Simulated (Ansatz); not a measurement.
# Run report: C₃H₉NOW, geometry relaxation (part 1 of 3)

C₃H₉NOW, computed with RKS PBE-D4/def2-SVP (Ansatz 0.2.0).

The geometry: force-field start. Figures and captions count atoms from 1; the log counts them from 0 in places.

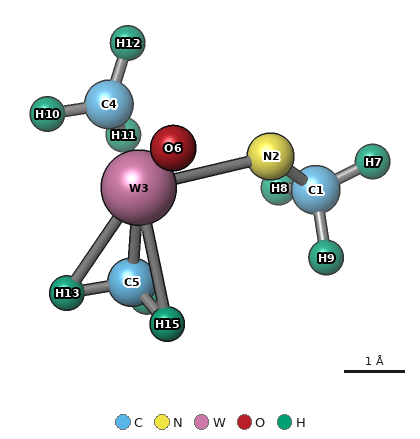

Figure 1. The input geometry (ball-and-stick view, seen at a tilt; atoms are numbered from 1 in the order of the input). Sticks mark near contacts.

The input
```yaml
crystal:
  periodic: [false, false, false]
  atoms:
    - {symbol: C, position_ang: [-0.813200, -1.616200, 1.323700]}
    - {symbol: N, position_ang: [0.235000, -0.661300, 1.447000]}
    - {symbol: W, position_ang: [0.714900, 1.410300, 0.261800]}
    - {symbol: C, position_ang: [1.598200, -0.253000, -1.193600]}
    - {symbol: C, position_ang: [-0.932500, 1.494700, -0.494200]}
    - {symbol: O, position_ang: [1.291700, 1.227300, 1.109200]}
    - {symbol: H, position_ang: [-0.712900, -2.405200, 2.034500]}
    - {symbol: H, position_ang: [-0.845000, -1.954900, 0.271000]}
    - {symbol: H, position_ang: [-1.807700, -1.021000, 1.563300]}
    - {symbol: H, position_ang: [1.844900, 0.547400, -1.854500]}
    - {symbol: H, position_ang: [0.773200, -0.912300, -1.679500]}
    - {symbol: H, position_ang: [2.425300, -0.861400, -0.880200]}
    - {symbol: H, position_ang: [-0.698700, 2.306700, -1.229600]}
    - {symbol: H, position_ang: [-1.529000, 0.709600, -0.969800]}
    - {symbol: H, position_ang: [-1.566300, 1.938600, 0.320200]}
basis:
  gaussian: {orbitals: def2-SVP}
hamiltonian: {xc: pbe, dispersion: d4}
relax: {f_tol: 0.03, max_steps: 200}
```

Hardware: 4 threads of Arm Neoverse V1, 23 GiB of memory available, shared host.

Launch command:
```bash
ansatz run in.yaml --threads 4 --pin off --events-out ev --progress --plain --max-ram 11315MiB
```

The program's output
```
Functional definition: PBE
  name "PBE"
  cite "Perdew, Burke & Ernzerhof, Phys. Rev. Lett. 77, 3865 (1996) doi:10.1103/PhysRevLett.77.3865"
  parent pbe
  parameter kappa = 0.804
  parameter beta = 0.06672455060314922
  exchange = pbe_x(kappa = kappa, mu = beta*pi^2/3)
  correlation = pbe_c(beta = beta)
1618 factors; their error is unknown
mean field evaluation 1: about -8516.4209 eV, gradient 1.3e2 eV
mean field evaluation 2: about -8114.3187 eV, gradient 3.1e2 eV
mean field evaluation 4: about -8496.0743 eV, gradient 1.2e2 eV
mean field evaluation 8: about -8554.0048 eV, gradient 2.4e1 eV
mean field evaluation 16: about -8555.6483 eV, gradient 7.4e-1 eV
mean field evaluation 32: about -8555.5344 eV, gradient 1.6e0 eV
mean field evaluation 64: about -8554.9280 eV, gradient 1.1e1 eV
mean field -8555.57600517 eV, -314.4116190122 hartree, gradient 2.8e-5 eV, S^2 0.000000; 6 other end points of the search recorded, 0 dependent functions left out
the calculation of the forces begins
reference -8555.57606211 eV, -314.4116211049 hartree; 28, 28 occupied and 119, 119 virtual orbitals, 1618 factors
relax step   1: F+E_penalty+E_count = -8555.95920625 eV  Δ(F+E_penalty+E_count) = +0.000e0 eV  max|allowed force component| = 1.983e2 eV/Å  Δτ_max = 0.0000 Å  (252 SCF iters, accepted)
these checks for a lower state are left out or cut short: starts, cluster_reference, orbital_swaps, neighbouring_geometries, increment
1618 factors; their error is unknown
mean field -8594.98146576 eV, -315.8597429789 hartree, gradient 1.4e-5 eV, S^2 0.000000; 1 other end points of the search recorded, 0 dependent functions left out
[... from here on the field's lines of each further geometry are left out, up to the last ...]
relax step   2: F+E_penalty+E_count = -8595.34751020 eV  Δ(F+E_penalty+E_count) = -3.939e1 eV  max|allowed force component| = 3.328e1 eV/Å  Δτ_max = 0.1968 Å  (137 SCF iters, accepted)
relax step   3: F+E_penalty+E_count = -8602.77232357 eV  Δ(F+E_penalty+E_count) = -7.425e0 eV  max|allowed force component| = 1.296e1 eV/Å  Δτ_max = 0.1946 Å  (84 SCF iters, accepted)
relax step   4: F+E_penalty+E_count = -8605.79889991 eV  Δ(F+E_penalty+E_count) = -3.027e0 eV  max|allowed force component| = 5.990e0 eV/Å  Δτ_max = 0.1952 Å  (47 SCF iters, accepted)
relax step   5: F+E_penalty+E_count = -8607.95129011 eV  Δ(F+E_penalty+E_count) = -2.152e0 eV  max|allowed force component| = 5.888e0 eV/Å  Δτ_max = 0.1954 Å  (46 SCF iters, accepted)
relax step   6: F+E_penalty+E_count = -8609.46144689 eV  Δ(F+E_penalty+E_count) = -1.510e0 eV  max|allowed force component| = 2.394e0 eV/Å  Δτ_max = 0.1951 Å  (45 SCF iters, accepted)
relax step   7: F+E_penalty+E_count = -8609.95518115 eV  Δ(F+E_penalty+E_count) = -4.937e-1 eV  max|allowed force component| = 1.622e0 eV/Å  Δτ_max = 0.1995 Å  (39 SCF iters, accepted)
relax step   8: F+E_penalty+E_count = -8610.32085752 eV  Δ(F+E_penalty+E_count) = -3.657e-1 eV  max|allowed force component| = 6.880e-1 eV/Å  Δτ_max = 0.1998 Å  (41 SCF iters, accepted)
relax step   9: F+E_penalty+E_count = -8610.43875520 eV  Δ(F+E_penalty+E_count) = -1.179e-1 eV  max|allowed force component| = 1.121e0 eV/Å  Δτ_max = 0.1952 Å  (40 SCF iters, accepted)
relax step  10: F+E_penalty+E_count = -8610.53393152 eV  Δ(F+E_penalty+E_count) = -9.518e-2 eV  max|allowed force component| = 9.449e-1 eV/Å  Δτ_max = 0.1946 Å  (40 SCF iters, accepted)
relax step  11: F+E_penalty+E_count = -8610.73468636 eV  Δ(F+E_penalty+E_count) = -2.008e-1 eV  max|allowed force component| = 7.027e-1 eV/Å  Δτ_max = 0.1996 Å  (38 SCF iters, accepted)
relax step  12: F+E_penalty+E_count = -8610.84722234 eV  Δ(F+E_penalty+E_count) = -1.125e-1 eV  max|allowed force component| = 4.512e-1 eV/Å  Δτ_max = 0.1946 Å  (38 SCF iters, accepted)
relax step  13: F+E_penalty+E_count = -8610.90737872 eV  Δ(F+E_penalty+E_count) = -6.016e-2 eV  max|allowed force component| = 5.314e-1 eV/Å  Δτ_max = 0.1945 Å  (38 SCF iters, accepted)
relax step  14: F+E_penalty+E_count = -8610.98917644 eV  Δ(F+E_penalty+E_count) = -8.180e-2 eV  max|allowed force component| = 2.738e-1 eV/Å  Δτ_max = 0.2000 Å  (40 SCF iters, accepted)
relax step  15: F+E_penalty+E_count = -8610.99452249 eV  Δ(F+E_penalty+E_count) = -5.346e-3 eV  max|allowed force component| = 4.726e-1 eV/Å  Δτ_max = 0.1194 Å  (40 SCF iters, accepted)
relax step  16: F+E_penalty+E_count = -8611.00682217 eV  Δ(F+E_penalty+E_count) = -1.230e-2 eV  max|allowed force component| = 9.005e-2 eV/Å  Δτ_max = 0.0563 Å  (34 SCF iters, accepted)
relax step  17: F+E_penalty+E_count = -8611.00926331 eV  Δ(F+E_penalty+E_count) = -2.441e-3 eV  max|allowed force component| = 6.480e-2 eV/Å  Δτ_max = 0.0324 Å  (34 SCF iters, accepted)
relax step  18: F+E_penalty+E_count = -8611.01078011 eV  Δ(F+E_penalty+E_count) = -1.517e-3 eV  max|allowed force component| = 3.640e-2 eV/Å  Δτ_max = 0.0473 Å  (34 SCF iters, accepted)
relax step  19: F+E_penalty+E_count = -8611.01219460 eV  Δ(F+E_penalty+E_count) = -1.414e-3 eV  max|allowed force component| = 5.592e-2 eV/Å  Δτ_max = 0.0749 Å  (33 SCF iters, accepted)
relax step  20: F+E_penalty+E_count = -8611.01311603 eV  Δ(F+E_penalty+E_count) = -9.214e-4 eV  max|allowed force component| = 7.042e-2 eV/Å  Δτ_max = 0.0596 Å  (33 SCF iters, accepted)
relax step  21: F+E_penalty+E_count = -8611.01430998 eV  Δ(F+E_penalty+E_count) = -1.194e-3 eV  max|allowed force component| = 1.007e-1 eV/Å  Δτ_max = 0.0615 Å  (33 SCF iters, accepted)
relax step  22: F+E_penalty+E_count = -8611.01572017 eV  Δ(F+E_penalty+E_count) = -1.410e-3 eV  max|allowed force component| = 1.120e-1 eV/Å  Δτ_max = 0.0587 Å  (33 SCF iters, accepted)
relax step  23: F+E_penalty+E_count = -8611.01671224 eV  Δ(F+E_penalty+E_count) = -9.921e-4 eV  max|allowed force component| = 1.471e-1 eV/Å  Δτ_max = 0.0749 Å  (33 SCF iters, accepted)
relax step  24: F+E_penalty+E_count = -8611.01786618 eV  Δ(F+E_penalty+E_count) = -1.154e-3 eV  max|allowed force component| = 1.315e-1 eV/Å  Δτ_max = 0.0457 Å  (34 SCF iters, accepted)
relax step  25: F+E_penalty+E_count = -8611.01898841 eV  Δ(F+E_penalty+E_count) = -1.122e-3 eV  max|allowed force component| = 5.978e-2 eV/Å  Δτ_max = 0.0506 Å  (33 SCF iters, accepted)
relax step  26: F+E_penalty+E_count = -8611.02025905 eV  Δ(F+E_penalty+E_count) = -1.271e-3 eV  max|allowed force component| = 8.448e-3 eV/Å  Δτ_max = 0.0426 Å  (34 SCF iters, accepted)
relax step  27: F+E_penalty+E_count = -8611.02055150 eV  Δ(F+E_penalty+E_count) = -2.925e-4 eV  max|allowed force component| = 8.984e-2 eV/Å  Δτ_max = 0.0694 Å  (33 SCF iters, accepted)
the calculation of the forces begins
reference -8610.68337035 eV, -316.4367773296 hartree; 28, 28 occupied and 119, 119 virtual orbitals, 1618 factors
relax step  28: F+E_penalty+E_count = -8611.02097620 eV  Δ(F+E_penalty+E_count) = -4.247e-4 eV  max|allowed force component| = 2.927e-2 eV/Å  Δτ_max = 0.0071 Å  (36 SCF iters, accepted)
1618 factors; their error is unknown
mean field evaluation 320: about -8610.6833 eV, gradient 5.6e-5 eV
```

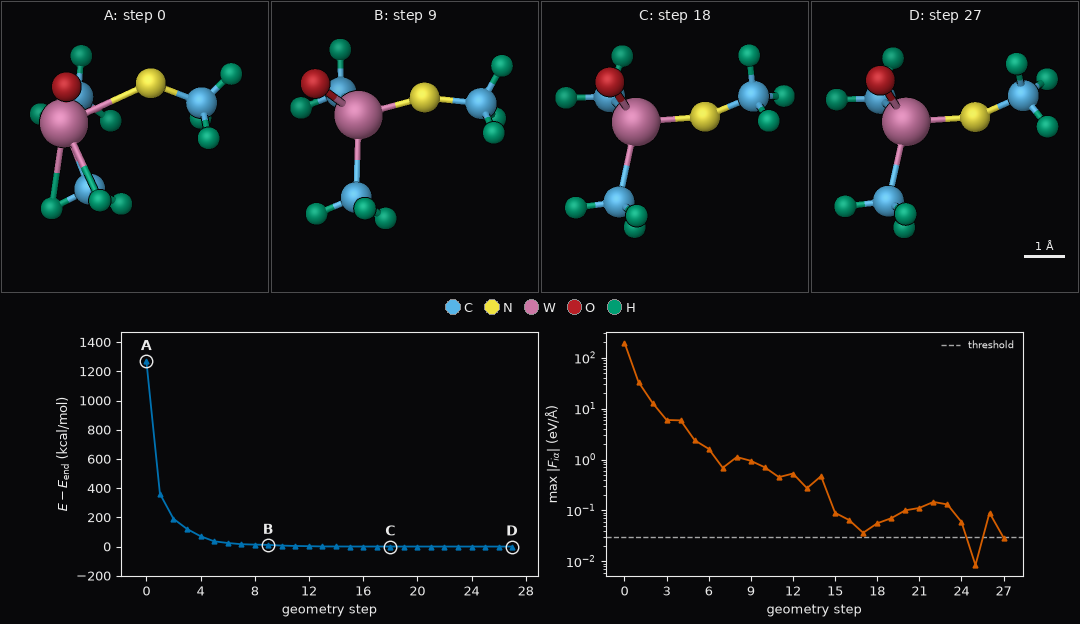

Figure 2. Frames of the relaxation (ball-and-stick view, seen at a tilt) above the curves, on which the letters mark them (the first geometry is step 0 here and step 1 in the log).

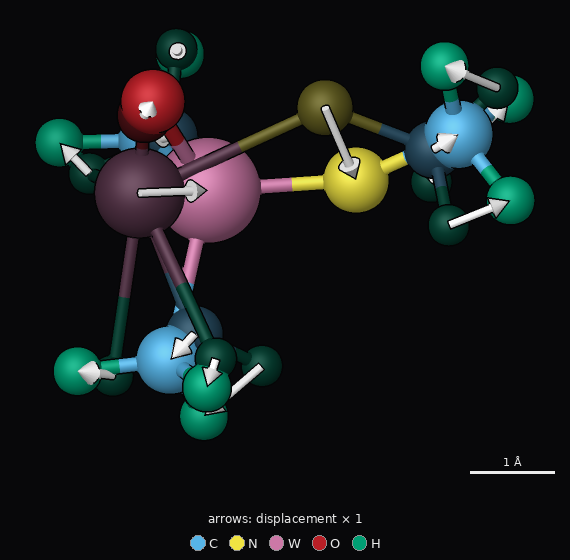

Figure 3. Start (faint) and end (solid) with the displacements as white arrows, at true length (ball-and-stick view, seen at a tilt). The two geometries are laid on each other by the best rigid fit. The energy falls by 1269.8 kcal/mol in 27 geometry steps. Largest force component: 200 eV/Å at the start, 0.029 eV/Å at the end. The atom that moves furthest after the best rigid fit is H8 (1.41 Å). Largest moves by element: H 1.41 Å, N 1.13 Å, W 0.97 Å, C 0.44 Å, O 0.28 Å. Among the contacts that change: W3–O6 1.041 → 1.728 Å, N2–W3 2.434 → 1.769 Å, W3–H13 2.242 → 2.713 Å, W3–H15 2.342 → 2.764 Å. Among the angles that change: N2–W3–O6 64.1° → 110.1°, C5–W3–O6 148.2° → 110.0°, W3–C5–H14 130.0° → 109.2°. (Atoms are counted from 1 in the order of the input.)

```
mean field -8610.68330245 eV, -316.4367748341 hartree, gradient 2.1e-5 eV, S^2 0.000000; 1 other end points of the search recorded, 0 dependent functions left out
the calculation of the forces begins
reference -8610.68337035 eV, -316.4367773296 hartree; 28, 28 occupied and 119, 119 virtual orbitals, 1618 factors
Total energy: -8611.02104411 eV, -316.4491866112 hartree
Atom 0 at    -0.937713    -1.825116     1.621504 Å, force    -0.004383    -0.014948     0.018920 eV/Å
Atom 1 at    -0.520561    -0.906411     0.614430 Å, force    -0.013826    -0.008862     0.001309 eV/Å
Atom 2 at     0.415030     0.497385     0.081279 Å, force     0.000816     0.015241     0.006590 eV/Å
Atom 3 at     1.739420    -0.209623    -1.427564 Å, force    -0.000040    -0.001967     0.001967 eV/Å
Atom 4 at    -1.002929     1.931336    -0.600660 Å, force    -0.000382    -0.006868     0.000963 eV/Å
Atom 5 at     1.319440     1.144898     1.404250 Å, force     0.003412    -0.003403     0.000893 eV/Å
Atom 6 at    -0.394545    -1.669331     2.582911 Å, force    -0.016693    -0.005367    -0.020681 eV/Å
Atom 7 at    -0.762901    -2.875092     1.294277 Å, force    -0.001034     0.024924     0.008807 eV/Å
Atom 8 at    -2.028103    -1.721523     1.823343 Å, force     0.029266    -0.001698    -0.008581 eV/Å
Atom 9 at     2.378095     0.628567    -1.785331 Å, force     0.001215    -0.000926    -0.003145 eV/Å
Atom 10 at     1.147621    -0.605787    -2.282381 Å, force     0.000339     0.000144    -0.001511 eV/Å
Atom 11 at     2.408186    -1.023161    -1.077946 Å, force     0.000680     0.000018    -0.001623 eV/Å
Atom 12 at    -0.474436     2.857586    -0.918485 Å, force    -0.001210     0.002400    -0.002503 eV/Å
Atom 13 at    -1.557906     1.513555    -1.469921 Å, force    -0.000484     0.001716    -0.001681 eV/Å
Atom 14 at    -1.750799     2.212017     0.169593 Å, force     0.002325    -0.000404     0.000276 eV/Å
Dipole moment:    -0.267684    -0.220593    -0.309766 e Å
```

Trajectory as extended XYZ (Å, eV, eV/Å), 28 frames, from step=1 to step=28
```
15
Properties=species:S:1:pos:R:3:forces:R:3 step=1 energy=-8555.95921
C    -0.8132   -1.6162    1.3237   -0.5600   3.8608  -0.5509
N     0.2350   -0.6613    1.4470   -0.0461   0.6032  -0.1883
W     0.7149    1.4103    0.2618  -120.8363  35.6959 -193.8967
C     1.5982   -0.2530   -1.1936   -2.8502   0.2841   0.3720
C    -0.9325    1.4947   -0.4942  -10.9807   2.0644  -2.5641
O     1.2917    1.2273    1.1092  133.2921 -40.2918 198.2503
H    -0.7129   -2.4052    2.0345    0.1711  -1.5643   0.8421
H    -0.8450   -1.9549    0.2710   -0.2924  -0.5052  -0.2489
H    -1.8077   -1.0210    1.5633    0.5578  -1.2329  -0.5374
H     1.8449    0.5474   -1.8545    0.8094   0.8109  -1.5428
H     0.7732   -0.9123   -1.6795    0.9729   0.9029   0.7509
H     2.4253   -0.8614   -0.8802    0.8730  -0.3981   0.5416
H    -0.6987    2.3067   -1.2296   -0.6691  -0.0144  -0.3687
H    -1.5290    0.7096   -0.9698    0.0580  -0.2961  -0.1996
H    -1.5663    1.9386    0.3202   -0.4992   0.0805  -0.6595
15
Properties=species:S:1:pos:R:3:forces:R:3 step=2 energy=-8595.34751
C    -0.8141   -1.6101    1.3229   -0.8425   3.2746  -1.1257
N     0.2352   -0.6597    1.4467   -0.9631   0.8107  -0.3303
W     0.6342    1.4311    0.1162   -0.7525  -0.5009 -27.5410
C     1.5936   -0.2524   -1.1932   -2.7854   0.9973   0.0809
C    -0.9576    1.4994   -0.5045  -16.5832   0.8860  -2.7419
O     1.4021    1.1970    1.2693   20.7881  -3.6072  33.2806
H    -0.7126   -2.4075    2.0357    0.2275  -1.1246   0.7974
H    -0.8455   -1.9557    0.2706   -0.4379  -0.7180  -0.2579
H    -1.8069   -1.0231    1.5624    0.6859  -1.2004  -0.3645
H     1.8463    0.5486   -1.8572    0.9349   0.4549  -1.7065
H     0.7748   -0.9108   -1.6783    0.8656   0.8489   0.6651
H     2.4265   -0.8619   -0.8792    0.6289  -0.1511   0.6587
H    -0.7005    2.3069   -1.2309   -0.1876   0.3016  -0.5445
H    -1.5299    0.7084   -0.9705   -0.7025  -0.4470  -0.5099
H    -1.5676    1.9391    0.3194   -0.8763   0.1751  -0.3605
```
